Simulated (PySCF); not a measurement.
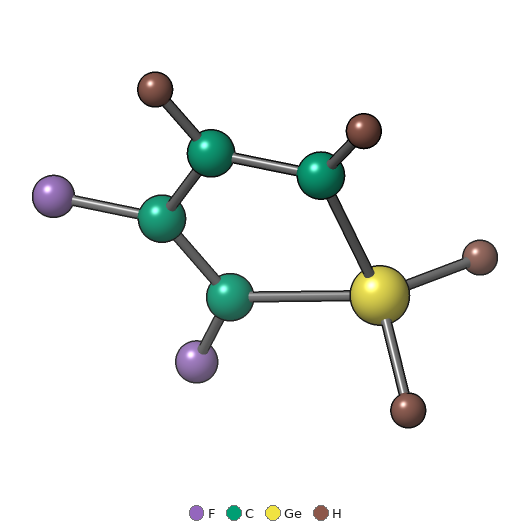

The computed structure is the end point of a PBE0-D3(BJ)/def2-SVP optimisation. No frequency run is at hand to confirm it as a minimum.

Give the structural formula.

SMILES: FC1=[C](F)[GeH2][CH]=C1

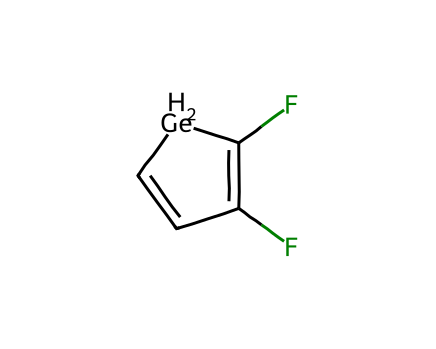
